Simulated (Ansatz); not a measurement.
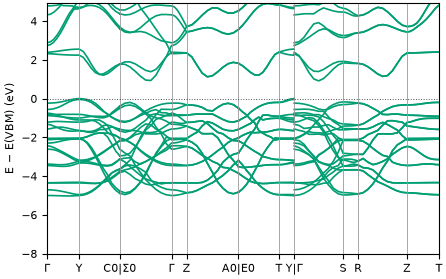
Figure: Band structure from r²SCAN (plane waves, PAW; program Ansatz)

**Question.** Read off the gap and where the band edges lie.

**Answer.** About 0.9 eV (0.91 eV by a search for the band edges); maximum at Y, minimum on the Σ0–Γ line, 56 % of the way from Σ0.

The material is Na₂PdSe₂ in space group Cmc2_1 (No. 36; Pearson symbol oS20).

The workflow started from a Materials Project entry (that database holds measured and hypothetical structures alike); the Crystallography Open Database copy checked does not list it. Its standing as an ambient phase is unchecked. The cell was relaxed with r²SCAN under the symmetry of its start; its stability against distortions is not shown here. The run is not spin-polarised. Spin–orbit coupling is left out wherever it is not named.

Potentials: the later of the program's two PAW sets.
